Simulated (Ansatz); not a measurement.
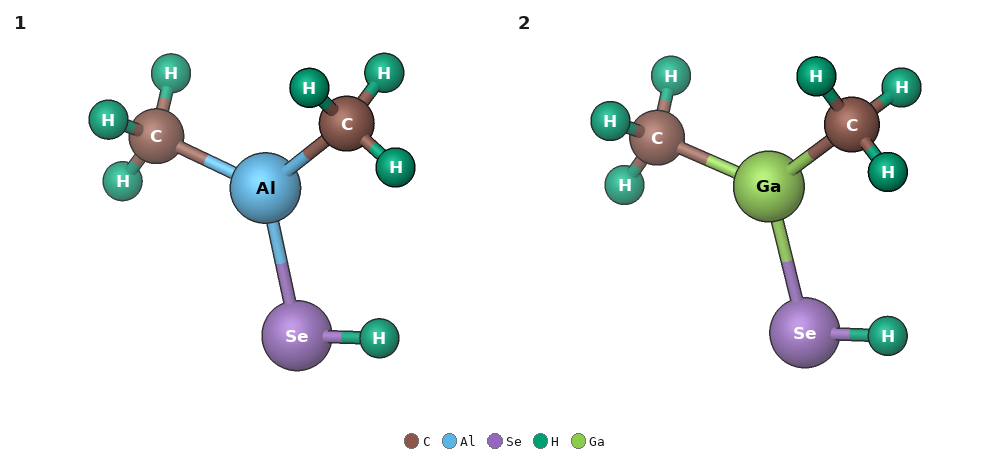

2 molecules with one skeleton, seen from the same side and at one scale. Each species is neutral and a spin singlet. Computed geometries: PBE0-D4/def2-TZVP optimisations, one conformation each. Properties computed with Ansatz 0.2.0.

One atom differs, called X below: Al in panel 1, Ga in panel 2. Their formulas are C2H7AlSe (`[CH3][Al]([CH3])[SeH]`), C2H7GaSe (`[CH3][Ga]([CH3])[SeH]`).

Question: In which is the HOMO–LUMO gap larger (PBE0-D4/def2-SVP)?

Answer: In panel 1 (X = Al).

Question: In which is the dipole moment larger (PBE0-D4/def2-TZVP)?

Answer: In panel 2 (X = Ga).

Give the values. With PBE0-D4/def2-TZVP: mean length of X–C (Å), length of X–Se (Å), angle C–X–C (°), dipole moment (D), harmonic zero-point energy (kJ/mol). With PBE0-D4/def2-SVP: HOMO energy (Kohn–Sham orbital) (eV), HOMO–LUMO gap (eV).

| quantity | 1 (Al) | 2 (Ga) | 2 − 1 |
| --- | --- | --- | --- |
| mean length of X–C (Å) | 1.949 | 1.965 | +0.016 |
| length of X–Se (Å) | 2.330 | 2.343 | +0.013 |
| angle C–X–C (°) | 123.9 | 126.5 | +2.6 |
| dipole moment (D) | 1.66 | 1.92 | +0.26 |
| harmonic zero-point energy (kJ/mol) | 208.2 | 209.0 | +0.8 |
| HOMO energy (Kohn–Sham orbital) (eV) | −6.96 | −6.83 | +0.13 |
| HOMO–LUMO gap (eV) | 6.46 | 6.22 | −0.24 |
